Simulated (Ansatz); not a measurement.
## CsPdBr3 (cubic perovskite) (Pm-3m): how robust is the cRPA U?

Aim: hold the target of a cRPA run on CsPdBr3 (cubic perovskite) (Pm-3m) and move one thing at a time.

Calculated with Ansatz 0.2.0; constrained RPA on LDA, plane waves, PAW.

The structure was built from a prototype and need not be the compound's stable phase.

## 1. The structure

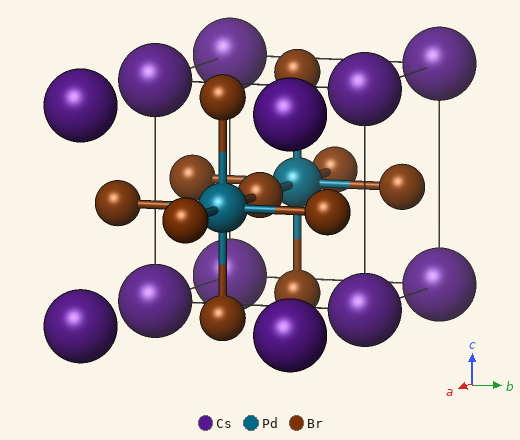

Start, viewed slightly off an axis; caesium purple, palladium blue, bromine brown. 2×1×1 cells are drawn. Some periodic images of atoms are drawn too.

The structure was relaxed with LDA. The structure type comes from a generator and need not be one that this composition takes. The structure was generated from a model, not taken from a measurement. The runs that relaxed it are not among those shown. The program's search for lower electronic states was switched off, so nothing shows that the state found is the lowest. Spin-orbit coupling is left out unless a step names it. The default PAW set here is soft_2. Its files were made with PBE.

## 2. Base: Pd d + anion p, bands v13 to c1, 4×4×4 mesh, medium accuracy

Constrained RPA screens the interaction with every transition except those inside the target bands, which a later many-body model would treat itself.

input.yaml

```yaml
crystal:
  lattice:
    - [0.0, -5.12698412, 0.0]
    - [0.0, 0.0, 5.12698412]
    - [-5.12698412, 0.0, 0.0]
  atoms:
    - { symbol: Cs, position: [0.0, 0.0, 0.0] }
    - { symbol: Pd, position: [0.5, 0.5, 0.5] }
    - { symbol: Br, position: [0.5, 0.5, 0.0] }
    - { symbol: Br, position: [0.5, 0.0, 0.5] }
    - { symbol: Br, position: [0.0, 0.5, 0.5] }
kpoints:
  mp_grid: { grid: [4, 4, 4] }
hamiltonian:
  xc: lda
scf:
  occupations: { method: gaussian, width: 0.08 }
  n_extra_bands: 19
  max_iter: 150
  lower_state_search: "off"
output:
  crpa:
    kmesh: [4, 4, 4]
    target_bands: [v13, c1]
    projections: [{ species: Pd, l: d, shell: 4 }, { species: Br, l: p, shell: 4 }]
  local_orbitals:
    kmesh: [8, 8, 8]
    orbitals: [{ species: Pd, l: d, shell: 4 }, { species: Br, l: p, shell: 4 }]
    window: { bands: [v13, c1] }
    seedname: lo
```

Launch:

```sh
$ ansatz run input.yaml --threads 4 --pin off --max-ram 9216MiB --backend cpu --events-out ev --progress --plain --runs-dir out
```

Numbers of over 12 decimals in the logs are rounded to 6 here.

Output:

```text
scf.n_extra_bands = 19 over 24 filled bands (N_el = 48.0): the run solves 43 bands
Engine: ansatz 0.2.0, x86_64-unknown-linux-gnu
Pseudopotentials: kind: paw
Pseudopotential: Cs, paw, valence charge 9, recommended cutoff 420 eV (normal), Cs.paw.azcp
Pseudopotential: Pd, paw, valence charge 18, recommended cutoff 420 eV (normal), Pd.paw.azcp
Pseudopotential: Br, paw, valence charge 7, recommended cutoff 420 eV (normal), Br.paw.azcp
Functional definition: SPW92
  exchange = slater_x
  correlation = pw_c
Crystal: 5 atoms, lattice volume = 134.768 Å³
Basis set: ecut = 420 eV, 2601 PW (Γ)
Bands: 43, of which v1, the nominal top of the filled ones, is band 24 counted from 1 (23 counted from 0)
Symmetry: 48 space group operations
Space group: Pm-3m (ITA 221), of the structure as read, at distance tolerance 5.1e-5 Å
k-points: 10 of 64
Non-local potential: Cs, projectors of the file, l = 0: 3, l = 1: 2, l = 2: 2, l = 3: 2
Non-local potential: Pd, projectors of the file, l = 0: 2, l = 1: 2, l = 2: 2, l = 3: 1
Non-local potential: Br, projectors of the file, l = 0: 2, l = 1: 2, l = 2: 2
PAW form: soft (Blöchl's): semilocal exchange-correlation on the pseudo side does not see the compensation charge
PAW frozen core: Cs, regenerated for the run's functional, and the local potential with it (the file was generated under x = pbe(κ = 0.804, μ = 0.219515), c = pbe(β = 0.066725))
PAW frozen core: Pd, regenerated for the run's functional, and the local potential with it (the file was generated under x = pbe(κ = 0.804, μ = 0.219515), c = pbe(β = 0.066725))
PAW frozen core: Br, regenerated for the run's functional, and the local potential with it (the file was generated under x = pbe(κ = 0.804, μ = 0.219515), c = pbe(β = 0.066725))
PAW one-centre angular grid: Cs, 194 points (default); XC on 64 Gauss nodes
PAW one-centre angular grid: Pd, 590 points (default); XC on 64 Gauss nodes
PAW one-centre angular grid: Br, 110 points (default); XC on 64 Gauss nodes
Initial density: superposition of atomic densities (neutral atoms: chi_scale 0, normalization atom), corrected by the library's trained network
Initial wavefunctions: pseudopotential atomic-orbital guess
Functional: x = slater, c = lda
SCF iter   1: F=—  HF=-20435.839800 eV  |F-HF|=—  |Δ(HF+E_count)|=         —  Δρ=6.41e-3  dr2=5.05e-2  ethr=1.77e-3  ⟨swp⟩=6.4  Hψ=2135  notcnv=0  defer=75
preconditioner: auto → Resta (q_TF=auto, 2.297 Å⁻¹)  ε∞=3.1  [insulator: Δε(μ)=0.101 eV  Ē_g=13.739 eV  σ=0.080 eV  W_gap=0.59  n_scr=26 (ndim 8)  ℏωp=19.7 eV  f_vac=0.009  D(μ)=5.21/eV (n_scr^D=32)  ε∞_Penn≈3.1]
SCF iter   2: F=—  HF=-20435.832441 eV  |F-HF|=—  |Δ(HF+E_count)|=   7.36e-3  Δρ=2.64e-3  dr2=7.12e-3  ethr=1.05e-4  ⟨swp⟩=2.1  Hψ=695  notcnv=0  defer=104
[...]
Fermi energy:    6.736125 eV
--- Per-component energies (eV) ---
  E_band       = -395.226739
  E_kinetic    = 1060.356712
  E_local      = -4359.466488  (includes V_loc(G=0)·N_el)
  E_nonlocal   = 472.907908
  E_hartree    = 1738.880644
  E_xc         = -1125.141485
  E_vxc        = -653.936111  (∫ρ·V_xc dr)
  E_paw        = -15009.084252  (= ΣΔE_a)
  E_vpaw       = -392.851894  (= ΣTr[D̂ρ^β])
  E_aug_tail   = 0.000179  (compensation charges beyond the density's cutoff)
  E_ewald      = -3215.839160
  E_core_change = 1.570824  (= ΣΔE_core)
  E_smearing   = -0.016152  (= −TS)
  E_closure    = 0.000000  (closes the sum)
  Σ components = -20435.831269   (vs F -20435.831269, Δ=0.00e0)
--- Band table (eV; the first three rows and the last of 10) ---
  k-point 0: bands = [... 20 lower, 4.5643, 4.5643, 5.2227, 5.2227, 5.2227, 9.1432, 10.7335, 10.7335, ... 15 higher]
  k-point 1: bands = [... 20 lower, 4.8044, 4.8044, 5.4019, 5.4019, 5.6811, 10.4040, 11.4033, 11.5570, ... 15 higher]
  k-point 2: bands = [... 20 lower, 4.7827, 4.7827, 5.6460, 5.6460, 5.9472, 12.3709, 12.6369, 12.6629, ... 15 higher]
  k-point 9: bands = [... 20 lower, 5.6495, 5.6495, 5.6495, 8.6117, 8.6117, 11.3795, 11.3795, 11.3795, ... 15 higher]
--- cRPA (band scheme, projected local orbitals): target bands 12..25 (1-based), 14 Wannier function(s), 4×4×4 mesh, 50 bands' worth read of 55 solved, ecut_chi 136.0 eV, v(q+G=0) probe_charge, pair densities all_electron ---
  bands read: the sum over 50 bands ends inside a degenerate multiplet in 10 slots, whose members it reads at an even weight; the widest, k=42: bands 49 to 51 (counted from 1) at 2/3 each
  χ-basis size per q: N_G = 461..500
  window electrons = 26.0000, filled by tetrahedron_uncorrected; constrained ε̄⁻¹(q = 0, 0) head = 0.298582; min gauge Gram eig = 0.8215
  Kanamori averages over each shell's own Wannier functions (sites counted from 0, functions from 1):
  Each shell's averages of U are screened by what lies outside the whole window alone: parameters of one model of all the shells.
    Site 1, 4D, 5 of 5 d orbitals (Wannier functions 1, 2, 3, 4, 5; wannier90's mr 1, 2, 3, 4, 5):
      screened: U = 6.0645 eV, U' = 5.0498 eV, J = 0.5031 eV
      screened, to within: U = 5.7e-3 eV, U' = 5.7e-3 eV, J = 6.9e-4 eV
      bare: V = 17.4253 eV, V' = 16.0974 eV, J = 0.6574 eV
    Site 2, 4P, 3 of 3 p orbitals (Wannier functions 6, 7, 8; wannier90's mr 1, 2, 3):
      screened: U = 4.7483 eV, U' = 3.8653 eV, J = 0.4227 eV
      screened, to within: U = 4.9e-3 eV, U' = 4.9e-3 eV, J = 5.7e-4 eV
      bare: V = 11.7475 eV, V' = 10.4176 eV, J = 0.6366 eV
    Site 3, 4P, 3 of 3 p orbitals (Wannier functions 9, 10, 11; wannier90's mr 1, 2, 3):
      screened: U = 4.7483 eV, U' = 3.8653 eV, J = 0.4227 eV
      screened, to within: U = 4.9e-3 eV, U' = 4.9e-3 eV, J = 5.7e-4 eV
      bare: V = 11.7475 eV, V' = 10.4176 eV, J = 0.6366 eV
    Site 4, 4P, 3 of 3 p orbitals (Wannier functions 12, 13, 14; wannier90's mr 1, 2, 3):
      screened: U = 4.7483 eV, U' = 3.8653 eV, J = 0.4227 eV
      screened, to within: U = 4.9e-3 eV, U' = 4.9e-3 eV, J = 5.7e-4 eV
      bare: V = 11.7475 eV, V' = 10.4176 eV, J = 0.6366 eV
  Hermiticity witness max|P − P†| over intra, direct and exchange elements: 2.49e-14 eV (screened), 3.47e-17 eV (bare)
  Reality witness max|Im| over intra, direct and exchange elements: 3.96e-9 eV (screened), 2.09e-12 eV (bare)
[key lines of the parts left out:]
SCF converged after 6 iterations
Free energy (F): -20435.831269 eV
```

The job ended after 14 min (4 threads of Intel Xeon Platinum 8259CL at 2.50GHz (Skylake/Cascade Lake), shared host; peak memory 1.2 GiB; 50 min of CPU time).

This step gave:

```yaml
u: 6.065 eV
u_prime_inter_orbital: 5.050 eV
j: 0.5031 eV
bare_v: 17.43 eV
bare_j: 0.6574 eV
stated_bound_on_u: 0.005682 eV
u_over_bare_v: 0.3480
electrons_in_the_window: 26.00
head_of_the_constrained_inverse_dielectric_matrix: 0.2986
least_eigenvalue_of_the_projection_s_overlap: 0.8215
target_functions: 14
bands_in_the_sums: 50
r_m_s_miss_of_the_model_bands: 1.73e-4 eV
width_of_the_target_bands: 8.382 eV
weight_of_the_projected_orbitals_in_the_window: 0.9577
```

On the Pd d shell, screening brings the on-site interaction from 17.4 eV down to U = 6.06 eV.

## 3. Changed: 2×2×2 mesh

input.yaml, the sections that differ from step 2:

```yaml
output:
  crpa:
    kmesh: [2, 2, 2]
    target_bands: [v13, c1]
    projections: [{ species: Pd, l: d, shell: 4 }, { species: Br, l: p, shell: 4 }]
# crystal, kpoints, hamiltonian, scf: as in step 2
```

Output:

```text
[...]
Crystal: 5 atoms, lattice volume = 134.768 Å³
Basis set: ecut = 420 eV, 2601 PW (Γ)
Bands: 43, of which v1, the nominal top of the filled ones, is band 24 counted from 1 (23 counted from 0)
Symmetry: 48 space group operations
[...]
k-points: 10 of 64
[...]
SCF iter   1: F=—  HF=-20435.839800 eV  |F-HF|=—  |Δ(HF+E_count)|=         —  Δρ=6.41e-3  dr2=5.05e-2  ethr=1.77e-3  ⟨swp⟩=6.4  Hψ=2135  notcnv=0  defer=75
[...]
SCF iter   6: F=-20435.831269 eV  HF=-20435.831269 eV  |F-HF|=2.86e-8  |Δ(HF+E_count)|=   3.24e-7  Δρ=5.25e-6  dr2=5.35e-8  ethr=2.08e-10  ⟨swp⟩=10.7  Hψ=2576  notcnv=0
SCF 1 converged in 6 iterations: F = -20435.831269 eV  dr2 = 5.35e-8
[...]
NSCF: frozen V_eff on 4 k-points
[...]
cRPA screening: q 1/8
cRPA screening: q 2/8
cRPA screening: q 5/8 (q-point 4)
cRPA screening: q 8/8
SCF converged after 6 iterations
Free energy (F): -20435.831269 eV
[...]
χ-basis size per q: N_G = 461..500
[...]
screened: U = 6.1323 eV, U' = 5.1129 eV, J = 0.5053 eV
      screened, to within: U = 8.9e-3 eV, U' = 8.9e-3 eV, J = 7.5e-4 eV
      bare: V = 17.5160 eV, V' = 16.1838 eV, J = 0.6596 eV
    Site 2, 4P, 3 of 3 p orbitals (Wannier functions 6, 7, 8; wannier90's mr 1, 2, 3):
      screened: U = 4.7428 eV, U' = 3.8508 eV, J = 0.4267 eV
      screened, to within: U = 5.6e-3 eV, U' = 5.6e-3 eV, J = 6.6e-4 eV
      bare: V = 11.9180 eV, V' = 10.5774 eV, J = 0.6407 eV
    Site 3, 4P, 3 of 3 p orbitals (Wannier functions 9, 10, 11; wannier90's mr 1, 2, 3):
      screened: U = 4.7428 eV, U' = 3.8508 eV, J = 0.4267 eV
      screened, to within: U = 5.6e-3 eV, U' = 5.6e-3 eV, J = 6.6e-4 eV
      bare: V = 11.9180 eV, V' = 10.5774 eV, J = 0.6407 eV
    Site 4, 4P, 3 of 3 p orbitals (Wannier functions 12, 13, 14; wannier90's mr 1, 2, 3):
      screened: U = 4.7428 eV, U' = 3.8508 eV, J = 0.4267 eV
      screened, to within: U = 5.6e-3 eV, U' = 5.6e-3 eV, J = 6.6e-4 eV
      bare: V = 11.9180 eV, V' = 10.5774 eV, J = 0.6407 eV
[...]
[key lines of the parts left out:]
Fermi energy:    6.736125 eV
```

Run time: 87 s. Hardware: 4 threads; peak memory 1 GiB; 5 min of CPU time.

Numbers from this step:

```
U                                                 : 6.132 eV
U prime (inter-orbital)                           : 5.113 eV
J                                                 : 0.5053 eV
bare V                                            : 17.52 eV
bare J                                            : 0.6596 eV
stated bound on U                                 : 0.008890 eV
U over bare V                                     : 0.3501
electrons in the window                           : 26
head of the constrained inverse dielectric matrix : 0.2736
least eigenvalue of the projection's overlap      : 0.8215
target functions                                  : 14
bands in the sums                                 : 50
width of the target bands                         : 8.382 eV
weight of the projected orbitals in the window    : 0.9577
```

On the Pd d shell, screening brings the on-site interaction from 17.5 eV down to U = 6.13 eV.

## 4. Changed: sums over states

Edit input.yaml of step 3 so:

```diff
@@ -22,4 +22,7 @@
   crpa:
-    kmesh: [2, 2, 2]
+    kmesh: [4, 4, 4]
     target_bands: [v13, c1]
     projections: [{ species: Pd, l: d, shell: 4 }, { species: Br, l: p, shell: 4 }]
+    accuracy: sum_over_states
+    n_empty_bands: 48
+    ecut_chi: 136
```

Output:

```text
[...]
Crystal: 5 atoms, lattice volume = 134.768 Å³
Basis set: ecut = 420 eV, 2601 PW (Γ)
Bands: 43, of which v1, the nominal top of the filled ones, is band 24 counted from 1 (23 counted from 0)
Symmetry: 48 space group operations
[...]
k-points: 10 of 64
[...]
screened: U = 4.9633 eV, U' = 3.9165 eV, J = 0.4987 eV
      bare: V = 11.7475 eV, V' = 10.4176 eV, J = 0.6366 eV
    Site 3, 4P, 3 of 3 p orbitals (Wannier functions 9, 10, 11; wannier90's mr 1, 2, 3):
      screened: U = 4.9633 eV, U' = 3.9165 eV, J = 0.4987 eV
      bare: V = 11.7475 eV, V' = 10.4176 eV, J = 0.6366 eV
    Site 4, 4P, 3 of 3 p orbitals (Wannier functions 12, 13, 14; wannier90's mr 1, 2, 3):
      screened: U = 4.9633 eV, U' = 3.9165 eV, J = 0.4987 eV
      bare: V = 11.7475 eV, V' = 10.4176 eV, J = 0.6366 eV
[...]
[key lines of the parts left out:]
SCF converged after 6 iterations
Free energy (F): -20435.831269 eV
Fermi energy:    6.736125 eV
```

Wall time 88 s (4 threads); peak memory 0.99 GiB.

This variant gives U = 6.47 eV against 6.06 eV. It is a finite sum over empty states with no bound on its error and stays out of the table below.

## 5. Changed: sums over states on smooth products

Edit input.yaml of step 4 so:

```diff
@@ -26,2 +26,3 @@
     accuracy: sum_over_states
+    pair_densities: pseudo
     n_empty_bands: 48
```

Output:

```text
[...]
Crystal: 5 atoms, lattice volume = 134.768 Å³
Basis set: ecut = 420 eV, 2601 PW (Γ)
Bands: 43, of which v1, the nominal top of the filled ones, is band 24 counted from 1 (23 counted from 0)
Symmetry: 48 space group operations
[...]
k-points: 10 of 64
[...]
screened: U = 4.9825 eV, U' = 3.9197 eV, J = 0.5065 eV
      bare: V = 11.7475 eV, V' = 10.4176 eV, J = 0.6366 eV
    Site 3, 4P, 3 of 3 p orbitals (Wannier functions 9, 10, 11; wannier90's mr 1, 2, 3):
      screened: U = 4.9825 eV, U' = 3.9197 eV, J = 0.5065 eV
      bare: V = 11.7475 eV, V' = 10.4176 eV, J = 0.6366 eV
    Site 4, 4P, 3 of 3 p orbitals (Wannier functions 12, 13, 14; wannier90's mr 1, 2, 3):
      screened: U = 4.9825 eV, U' = 3.9197 eV, J = 0.5065 eV
      bare: V = 11.7475 eV, V' = 10.4176 eV, J = 0.6366 eV
[...]
[key lines of the parts left out:]
SCF converged after 6 iterations
Free energy (F): -20435.831269 eV
Fermi energy:    6.736125 eV
```

Run time: 49 s. Hardware: 4 threads; peak memory 0.88 GiB; 2.9 min of CPU time.

This variant gives U = 6.59 eV against 6.06 eV. It is a finite sum over empty states with no bound on its error and stays out of the table below.

## 6. Changed: orbitals of another atom

Edit input.yaml of step 5 so:

```diff
@@ -24,6 +24,2 @@
     target_bands: [v13, c1]
-    projections: [{ species: Pd, l: d, shell: 4 }, { species: Br, l: p, shell: 4 }]
-    accuracy: sum_over_states
-    pair_densities: pseudo
-    n_empty_bands: 48
-    ecut_chi: 136
+    projections: [{ species: Br, l: p }]
```

Output:

```text
Error: invalid value for `output.crpa.projections`: 9 orbital(s) selected but the target window spans 14 band(s); name one orbital per band of it
```

Run time: 0.22 s. Hardware: 4 threads; peak memory 0.12 GiB.

The input was rejected at the start.

The program's message: “Error: invalid value for `output.crpa.projections`: 9 orbital(s) selected but the target window spans 14 band(s); name one orbital per band of it”

The fault put into this input: trial orbitals that do not match the target bands.

## 7. Side by side

Times are wall times on 4 threads of Intel Xeon Platinum 8259CL at 2.50GHz (Skylake/Cascade Lake), shared host. The host was busy with other work, so they are no guide to cost.

```
          run  bare V (eV)  U (eV)  J (eV)  bound on U (eV)  width (eV)    time
target window        17.43   6.065   0.503           0.0057        8.38  14 min
   2×2×2 mesh        17.52   6.132   0.505           0.0089        8.38    87 s
```

## 8. Results

| Item | Value |
| --- | --- |
| target window | U 6.06 eV, J 0.50 eV |
| 2×2×2 mesh | U 6.13 eV, J 0.51 eV |

**Reading.** 2×2×2 mesh moves U by +0.07 eV at 0.10 times the time. The printed bound covers the solver alone, not the mesh, and no denser mesh than the base was run. The parent state is non-magnetic and the interaction static (zero frequency); U depends on the window and the orbitals, so it belongs to this model alone. A window that holds the anion p bands defines a model with explicit ligands; its U belongs to that model and is not the U of DFT+U.

[Paths, hosts, dates, memory and timing lines, banners, echoed tables and standing remarks are left out of the program output.]

[Logs are printed without paths, hosts, clocks, repeated set-up lines and the standing remarks that a program may print on its own settings, such as how far it seeks lower states.]

[Runs of the session that timed out or met a known fault of the program may be left out.]

[Hosts, paths, dates, database ids (printed as entryN), source tags and the programs' standing remarks are cut or masked in the printed files.]
